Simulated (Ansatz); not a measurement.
# Moving the knobs of a GW run on BaTiO3 (Pm-3m)

A base run on BaTiO3 (Pm-3m), then changed inputs.

Main program and level: Ansatz 0.2.0; G0W0 on LDA, plane waves, PAW.

## 1. The structure

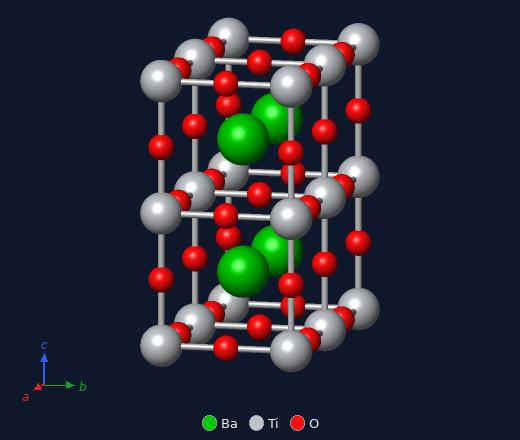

The cell as given, slightly off an axis (barium green, titanium light grey, oxygen red). 2×1×2 cells are drawn. Some periodic images of atoms are drawn too.

Structure file:

```cif
data_structure
_symmetry_space_group_name_H-M 'P 1'
_symmetry_Int_Tables_number 1
_cell_length_a 4.0060
_cell_length_b 4.0060
_cell_length_c 4.0060
_cell_angle_alpha 90.000
_cell_angle_beta 90.000
_cell_angle_gamma 90.000
_cell_volume 64.29
loop_
_atom_site_label
_atom_site_type_symbol
_atom_site_fract_x
_atom_site_fract_y
_atom_site_fract_z
_atom_site_occupancy
Ba1 Ba 0.50000 0.50000 0.50000 1
Ti2 Ti 0.00000 0.00000 0.00000 1
O3 O 0.50000 0.00000 0.00000 1
O4 O 0.00000 0.50000 0.00000 1
O5 O 0.00000 0.00000 0.50000 1
```

The cell and positions come from the Crystallography Open Database and are kept as given unless a step says otherwise. Spin-orbit coupling is left out unless a step names it. The default PAW set here is soft_2. Its files were made with PBE.

## 2. The base run: 4×4×4 mesh, 236 empty bands, screening to 138 eV

Now the one-shot GW correction: screening in the RPA, then the self-energy of the levels asked for.

input.yaml reads:

```yaml
crystal:
  lattice:
    - [4.006, 0.0, 0.0]
    - [0.0, 4.006, 0.0]
    - [0.0, 0.0, 4.006]
  atoms:
    - { symbol: Ba, position: [0.5, 0.5, 0.5] }
    - { symbol: Ti, position: [0.0, 0.0, 0.0] }
    - { symbol: O, position: [0.5, 0.0, 0.0] }
    - { symbol: O, position: [0.0, 0.5, 0.0] }
    - { symbol: O, position: [0.0, 0.0, 0.5] }
kpoints:
  mp_grid: { grid: [4, 4, 4] }
hamiltonian:
  xc: lda
scf:
  occupations: { method: fixed }
gw:
  n_empty_bands: 236
  ecut_chi: 138
  qp_bands: [v2, c2]
  qp_kpoints: band_edges
  screening: { model: contour_deformation }
```

Launch:

```console
$ ansatz run input.yaml --threads 3 --pin off --max-ram 92160MiB --backend cuda --events-out ev --progress --plain --runs-dir out --devices 1 --max-vram 13GiB  # rebuilt from the run's record
```

Numbers of over 12 decimals in the logs are rounded to 6 here.

What it wrote:

```text
GPUs: using 1 of 1 available (devices: 1).
Engine: ansatz 0.2.0, x86_64-unknown-linux-gnu
Pseudopotentials: kind: paw
Pseudopotential: Ba, paw, valence charge 10, recommended cutoff 420 eV (normal), Ba.paw.azcp
Pseudopotential: Ti, paw, valence charge 12, recommended cutoff 420 eV (normal), Ti.paw.azcp
Pseudopotential: O, paw, valence charge 6, recommended cutoff 420 eV (normal), O.paw.azcp
Functional definition: SPW92
  exchange = slater_x
  correlation = pw_c
device memory: the entry about to start is reckoned to put 0.6 GiB on a device that reports 26.8 GiB free (of which the cap on the GPU budget leaves the run 13.0 GiB)
GPU FFT provider: cuFFT
GPU libraries: cuBLAS 13.8.2, cuFFT 12.4.0, cuSOLVER 12.3.4
Crystal: 5 atoms, lattice volume = 64.288 Å³
Basis set: ecut = 420 eV, 1237 PW (Γ)
Bands: 25, of which v1, the nominal top of the filled ones, is band 20 counted from 1 (19 counted from 0)
Symmetry: 48 space group operations
Space group: Pm-3m (ITA 221), of the structure as read, at distance tolerance 4.0e-5 Å
k-points: 10 of 64
Non-local potential: Ba, projectors of the file, l = 0: 3, l = 1: 2, l = 2: 2, l = 3: 2
Non-local potential: Ti, projectors of the file, l = 0: 3, l = 1: 2, l = 2: 3, l = 3: 1
Non-local potential: O, projectors of the file, l = 0: 2, l = 1: 2, l = 2: 1
PAW form: soft (Blöchl's): semilocal exchange-correlation on the pseudo side does not see the compensation charge
PAW frozen core: Ba, regenerated for the run's functional, and the local potential with it (the file was generated under x = pbe(κ = 0.804, μ = 0.219515), c = pbe(β = 0.066725))
PAW frozen core: Ti, regenerated for the run's functional, and the local potential with it (the file was generated under x = pbe(κ = 0.804, μ = 0.219515), c = pbe(β = 0.066725))
PAW frozen core: O, regenerated for the run's functional, and the local potential with it (the file was generated under x = pbe(κ = 0.804, μ = 0.219515), c = pbe(β = 0.066725))
PAW one-centre angular grid: Ba, 194 points (default); XC on 64 Gauss nodes
PAW one-centre angular grid: Ti, 590 points (default); XC on 64 Gauss nodes
PAW one-centre angular grid: O, 110 points (default); XC on 64 Gauss nodes
Initial density: superposition of atomic densities (neutral atoms: chi_scale 0, normalization atom), corrected by the library's trained network
Initial wavefunctions: pseudopotential atomic-orbital guess
GPU buffer pool allocated for 19683 grid points (all kernels)
GPU transforms: local potential and band sums: pruned to the plane-wave sphere, on 27×27×27
Functional: x = slater, c = lda
SCF iter   1: F=—  HF=-9904.418014 eV  |F-HF|=—  |Δ(HF+E_count)|=         —  Δρ=1.83e-2  dr2=2.09e-1  ethr=1.77e-3  ⟨swp⟩=4.3  Hψ=1065  notcnv=0  defer=12
[...]
E_vxc        = -541.851877  (∫ρ·V_xc dr)
  E_paw        = -6494.403341  (= ΣΔE_a)
  E_vpaw       = -315.146395  (= ΣTr[D̂ρ^β])
  E_aug_tail   = 0.007422  (compensation charges beyond the density's cutoff)
  E_ewald      = -2818.406203
  E_core_change = 0.899230  (= ΣΔE_core)
  E_smearing   = -0.000000  (= −TS)
  E_closure    = -0.000000  (closes the sum)
  Σ components = -9904.374895   (vs F -9904.374895, Δ=0.00e0)
--- Band table (eV; the first three rows and the last of 10) ---
  k-point 0: bands = [... 16 lower, 8.7651, 9.7838, 9.7838, 9.7838, 11.5904, 11.5904, 11.5904, 13.8566, ... 1 higher]
  k-point 1: bands = [... 16 lower, 8.3403, 8.6779, 9.4496, 9.4496, 11.6545, 12.5688, 12.5688, 13.8600, ... 1 higher]
  k-point 2: bands = [... 16 lower, 8.0498, 8.0498, 9.2093, 9.2093, 11.7211, 13.3598, 13.3598, 13.8625, ... 1 higher]
  k-point 9: bands = [... 16 lower, 7.5356, 9.8885, 9.8885, 9.8885, 14.0448, 14.0448, 14.0448, 16.6560, ... 1 higher]
--- G₀W₀: contour deformation, 7 samples at zero and on the imaginary axis and 1 off it, 64 q-points, 236 empty bands' worth ---
  eigenvalues of the whole cell's RPA ε∞ on this k-mesh (on a slab, of 1 + 4πα/V) = 7.2725, 7.2725, 7.2725; static W/v taken at q = 0 is 0.137505
  bands read: the sum over 256 bands ends inside a degenerate multiplet in 2 slots, whose members it reads at an even weight; the widest, k=0: bands 256 to 258 (counted from 1) at 1/3 each
  gw.qp_kpoints: band_edges: 9 of 10 stored k-points solved, in 1 pass; an edge of the gap read off the rows below is read off those points alone
    valence top: of the k-points left out ik 6 came nearest to being solved in a further pass, in band 20 (counted from 1, as in the quasiparticle table): it holds the edge there only if its correction is more favourable than any solved in that band by at least 0.594 eV; those differ by 0.043 eV
    conduction bottom: of the k-points left out ik 6 came nearest to being solved in a further pass, in band 21 (counted from 1, as in the quasiparticle table): it holds the edge there only if its correction is more favourable than any solved in that band by at least 1.363 eV; those differ by 0.099 eV
    ik  band        ε_KS         Σx   Σc(E_QP)       V_xc       Z   E_QP_lin       E_QP  E_QP is
     0    19      9.7838   -25.9645     4.3825   -21.4124  0.7164     9.6136     9.6143  root
     0    20      9.7838   -25.9645     4.3825   -21.4124  0.7164     9.6136     9.6143  root
     0    21     11.5904   -12.5945    -6.6475   -20.5915  0.7269    12.9915    12.9399  root
     0    22     11.5904   -12.5945    -6.6475   -20.5915  0.7269    12.9915    12.9399  root
     1    19      9.4496   -25.6233     4.3351   -21.1177  0.7137     9.2784     9.2791  root
     1    20      9.4496   -25.6233     4.3351   -21.1177  0.7137     9.2784     9.2791  root
     1    21     11.6545   -12.7212    -6.7441   -20.8320  0.7243    13.0756    13.0211  root
     1    22     12.5688   -14.1721    -6.5879   -22.0623  0.7032    13.9276    13.8712  root
[...]
9    19      9.8885   -25.7560     4.6998   -20.8926  0.7053     9.7243     9.7249  root
     9    20      9.8885   -25.7560     4.6998   -20.8926  0.7053     9.7243     9.7249  root
     9    21     14.0448   -14.7009    -7.9948   -23.9814  0.6530    15.4146    15.3305  root
     9    22     14.0448   -14.7009    -7.9948   -23.9814  0.6530    15.4146    15.3305  root
[key lines of the parts left out:]
SCF converged after 8 iterations
Free energy (F): -9904.374895 eV
Fermi energy:    9.888463 eV
```

The job ended after 6.6 s (1 × NVIDIA H100 80GB HBM3 (shared by 6 runs) with 3 threads of AMD EPYC 7R13 (Zen 3), shared host; peak memory 1.2 GiB; 9.9 s of CPU time).

This step gave:

```yaml
bands_summed: 256
rpa_eps_infinity_on_this_mesh_eigenvalues: 7.272, 7.272, 7.272
plane_waves_in_the_screening_matrix: 251
q_points_in_the_mesh: 64
g0w0_gap_on_the_mesh: 3.215 eV
k_of_the_valence_top: -0.5, -0.5, -0.5
k_of_the_conduction_bottom: 0, 0, 0
starting_gap_on_the_mesh: 1.702 eV
z_at_the_valence_top: 0.7053
z_at_the_conduction_bottom: 0.7269
least_direct_g0w0_gap_on_the_computed_points: 3.326 eV
```

The gap on the mesh goes from 1.70 eV to 3.21 eV, a correction of +1.51 eV. Between the two edge states, bare exchange in place of the xc potential would open the gap by 12.86 eV, and correlation takes back 11.35 eV.

## 3. Variant: larger pair-density box

Changes to input.yaml since step 2:

```diff
@@ -18,4 +18,4 @@
 gw:
-  n_empty_bands: 236
-  ecut_chi: 138
+  n_empty_bands: 145
+  ecut_chi: 100
   qp_bands: [v2, c2]
@@ -23 +23,2 @@
   screening: { model: contour_deformation }
+  ecutfock_ratio: 2
```

What it wrote:

```text
GPUs: using 1 of 1 available (devices: 1).
[...]
GPU FFT provider: cuFFT
GPU libraries: cuBLAS 13.8.2, cuFFT 12.4.0, cuSOLVER 12.3.4
Crystal: 5 atoms, lattice volume = 64.288 Å³
Basis set: ecut = 420 eV, 1237 PW (Γ)
Bands: 25, of which v1, the nominal top of the filled ones, is band 20 counted from 1 (19 counted from 0)
[... 1 set-up line as in the run before ...]
[...]
k-points: 10 of 64
[...]
GPU buffer pool allocated for 19683 grid points (all kernels)
[...]
SCF iter   1: F=—  HF=-9904.418014 eV  |F-HF|=—  |Δ(HF+E_count)|=         —  Δρ=1.83e-2  dr2=2.09e-1  ethr=1.77e-3  ⟨swp⟩=4.3  Hψ=1065  notcnv=0  defer=12
[...]
SCF iter   8: F=-9904.374895 eV  HF=-9904.374895 eV  |F-HF|=6.91e-11  |Δ(HF+E_count)|=   3.26e-8  Δρ=1.08e-6  dr2=8.08e-10  ethr=2.50e-10  ⟨swp⟩=7.8  Hψ=1005  notcnv=0
SCF 1 converged in 8 iterations: F = -9904.374895 eV  dr2 = 8.08e-10
[...]
NSCF: frozen V_eff on 10 k-points, pencils in batches of 32, up to order 100
[...]
NSCF: frozen V_eff on 10 k-points
G₀W₀ screening: q 1/10
[... further progress lines ...]
SCF converged after 8 iterations
Free energy (F): -9904.374895 eV
[...]
Internal energy: -9904.374895 eV  (E = F + TS)
E sigma→0 (E₀):  -9904.374895 eV
Fermi energy:    9.888463 eV
[...]
--- Band table (eV; the first three rows and the last of 10) ---
  k-point 0: bands = [... 16 lower, 8.7651, 9.7838, 9.7838, 9.7838, 11.5904, 11.5904, 11.5904, 13.8566, ... 1 higher]
[...]
0    20      9.7838   -25.9645     4.5562   -21.4124  0.7201     9.7879     9.7879  root
     0    21     11.5904   -12.5945    -6.4942   -20.5915  0.7292    13.1625    13.0933  root
     0    22     11.5904   -12.5945    -6.4942   -20.5915  0.7292    13.1625    13.0933  root
     1    19      9.4496   -25.6233     4.5035   -21.1177  0.7172     9.4475     9.4475  root
     1    20      9.4496   -25.6233     4.5035   -21.1177  0.7172     9.4475     9.4475  root
     1    21     11.6545   -12.7212    -6.5898   -20.8320  0.7266    13.2488    13.1754  root
     1    22     12.5688   -14.1721    -6.4214   -22.0623  0.7061    14.1149    14.0376  root
[...]
2    22     13.3598   -14.8066    -7.0257   -23.3079  0.6811    14.9367    14.8354  root ?
[...]
4    22     13.3688   -14.7710    -7.0914   -23.3420  0.6804    14.9506    14.8484  root ?
[...]
5    21     13.3793   -14.7582    -7.1408   -23.3812  0.6799    14.9650    14.8614  root ?
     5    22     13.3793   -14.7582    -7.1408   -23.3812  0.6799    14.9650    14.8614  root ?
[...]
7    22     13.5734   -14.2276    -7.3969   -23.1006  0.6781    15.1553    15.0495  root ?
     8    19      9.3798   -25.1408     4.8311   -20.2550  0.7054     9.3249     9.3250  root
     8    20      9.8643   -25.6911     4.8581   -20.8198  0.7089     9.8511     9.8511  root
     8    21     13.6844   -14.7075    -7.3938   -23.5736  0.6721    15.2648    15.1568  root ?
     8    22     13.6844   -14.7075    -7.3938   -23.5736  0.6721    15.2648    15.1568  root ?
     9    19      9.8885   -25.7560     4.8594   -20.8926  0.7090     9.8845     9.8845  root
     9    20      9.8885   -25.7560     4.8594   -20.8926  0.7090     9.8845     9.8845  root
     9    21     14.0448   -14.7009    -7.8176   -23.9814  0.6570    15.6214    15.5077  root ?
     9    22     14.0448   -14.7009    -7.8176   -23.9814  0.6570    15.6214    15.5077  root ?
```

It took 10 s on 1 × NVIDIA H100 80GB HBM3 (shared by 6 runs) with 3 threads; peak memory 1.1 GiB; 13 s of CPU time.

The G0W0 gap on the mesh is 3.209 eV.

Against the base:

```
              setting  base  variant
          empty bands   236      145
screening cutoff (eV)   138      100
       ecutfock ratio     -        2
```

| quantity | variant | base |
| --- | --- | --- |
| starting gap on the mesh | 1.702 | 1.702 |
| G0W0 gap on the mesh | 3.209 | 3.215 |
| least direct G0W0 gap on the computed points | 3.305 | 3.326 |
| Z at the valence top | 0.709 | 0.705 |
| Z at the conduction bottom | 0.729 | 0.727 |

## 4. What came out

| Quantity | Value |
| --- | --- |
| base | 3.21 eV, 6.6 s |
| larger pair-density box | 3.21 eV, 10 s |

In words: Larger pair-density box: the gap moves by −0.01 eV. The variant differs from the base in empty bands, screening cutoff and ecutfock ratio together, so the change can't be laid to one of them. All runs here use a coarse mesh and modest cutoffs; they test settings and are not final values. The 4×4×4 mesh is coarse for this cell (its supercell is 16 Å along the shortest edge). The RPA ε∞ on it, from the LDA start, is 7.27; such meshes misread the long-range screening, most where the gap is narrow. This is the ideal cubic cell; many perovskites, halides above all, are cubic only on average, and local tilts or off-centring can widen the gap. The many-body steps are scalar-relativistic: spin-orbit coupling is not in them.

[Paths, hosts, dates, memory and timing lines, banners, echoed tables and standing remarks are left out of the program output.]

[Logs are printed without paths, hosts, clocks, repeated set-up lines and the standing remarks that a program may print on its own settings, such as how far it seeks lower states.]

[Runs of the session that timed out or met a known fault of the program may be left out.]

[Cells called generated may have been cut or substituted from an entry of the Crystallography Open Database or the Materials Project.]

[Hosts, paths, dates, database ids (printed as entryN), source tags and the programs' standing remarks are cut or masked in the printed files.]
